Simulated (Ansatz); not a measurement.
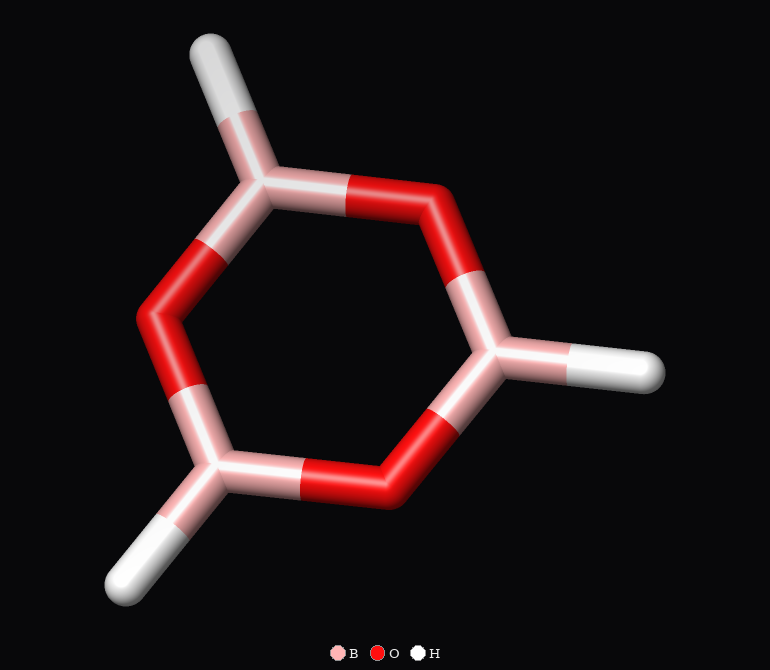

The picture shows a molecular structure as a stick model.

**Count the atoms of each element.**

B3H3O3, 9 atoms: 3 boron, 3 hydrogen and 3 oxygen.

**Which point group does it belong to?**

D3h.

**Name functional groups in it.**

Among them: B–H bond.

**How many bonds of each kind are drawn?**

6 B–O, 3 B–H.

**Give a SMILES string for it.**

B1OBOBO1

The parts below concern this one geometry. Atoms keep their numbers from picture to picture. Computed geometry: PBE0-D4/def2-TZVP optimisation.

Geometry

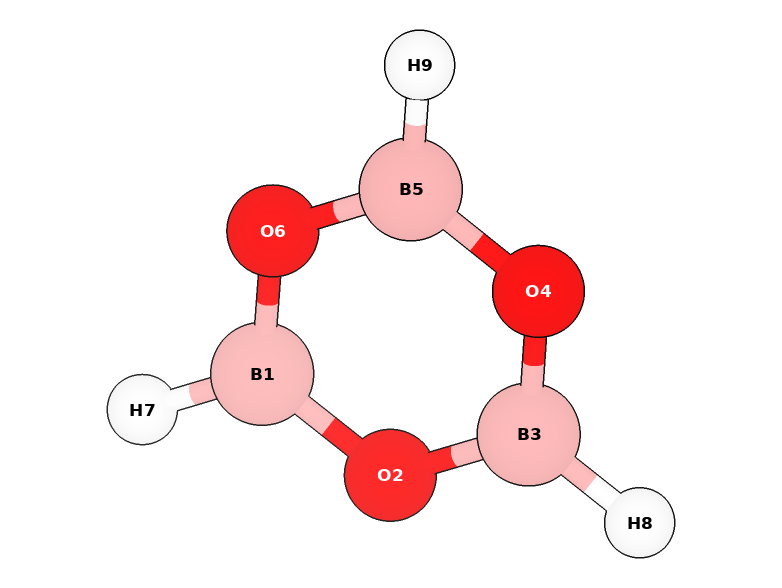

**How are the neighbours of atom 1 arranged?**

B1 has 3 neighbours (O2 at 1.37, O6 at 1.37, H7 at 1.19 Å); the arrangement is trigonal planar.

**Describe the coordination of atom 2.**

O2 has 2 neighbours (B1 at 1.37, B3 at 1.37 Å); the arrangement is bent.

**What is the dihedral angle B1–O2–B3–O4?**

0° in size, that is syn (eclipsed).

Vibrations

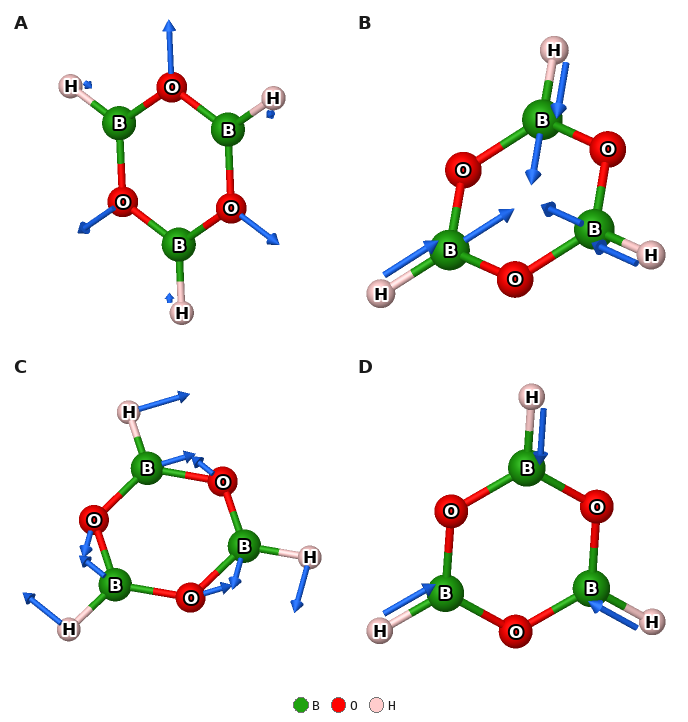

4 normal modes of one molecule or complex, as arrows. Harmonic vibrations computed with RKS PBE0-D4/def2-TZVP (Ansatz 0.2.0) at a stationary point of the same level.

**Match the panels to the wavenumbers 810 cm⁻¹, 1016 cm⁻¹, 1199 cm⁻¹, 2699 cm⁻¹.**

A: 810 cm⁻¹
B: 1016 cm⁻¹
C: 1199 cm⁻¹, out-of-phase stretching of 6 B–O bonds
D: 2699 cm⁻¹, in-phase stretching of 3 B–H bonds

Levels of theory compared

Program: Ansatz 0.2.0.

Tabulate HOMO–LUMO gap (eV), HOMO energy (eV) at these levels: B3LYP-D4/def2-TZVPP; B97M-V/def2-TZVPP; BHLYP-D4/def2-TZVPP; CAM-B3LYP-D4/def2-TZVPP; PBE0-D4/def2-QZVPP; PBE0-D4/def2-SVP; r2SCAN-D4/def2-TZVPP; r2SCAN0-D4/def2-TZVPP; r2SCANh-D4/def2-TZVPP; revPBE-D4/def2-TZVPP; ωB97M-V/def2-SVP; ωB97M-V/def2-TZVPP.

```tsv
level	HOMO–LUMO gap (eV)	HOMO energy (eV)
B3LYP-D4/def2-TZVPP	8.57	−9.41
B97M-V/def2-TZVPP	7.27	−8.53
BHLYP-D4/def2-TZVPP	11.74	−11.22
CAM-B3LYP-D4/def2-TZVPP	11.65	−11.13
PBE0-D4/def2-QZVPP	9.04	−9.66
PBE0-D4/def2-SVP	9.10	−9.62
r2SCAN-D4/def2-TZVPP	7.16	−8.38
r2SCAN0-D4/def2-TZVPP	9.59	−9.89
r2SCANh-D4/def2-TZVPP	8.14	−8.98
revPBE-D4/def2-TZVPP	6.43	−7.96
ωB97M-V/def2-SVP	13.59	−11.98
ωB97M-V/def2-TZVPP	13.45	−12.04
```

Charges

The questions are on Mulliken charges. Properties computed with RKS r2SCAN-D4/def2-TZVPP (Ansatz 0.2.0).

List the Mulliken charges.

```json
{"atom": "B1", "value (e)": "0.34"}
{"atom": "O2", "value (e)": "−0.35"}
{"atom": "B3", "value (e)": "0.34"}
{"atom": "O4", "value (e)": "−0.35"}
{"atom": "B5", "value (e)": "0.34"}
{"atom": "O6", "value (e)": "−0.35"}
{"atom": "H7", "value (e)": "0.02"}
{"atom": "H8", "value (e)": "0.02"}
{"atom": "H9", "value (e)": "0.02"}
```

Mulliken values depend strongly on the basis set and can even reverse the polarity of a bond.
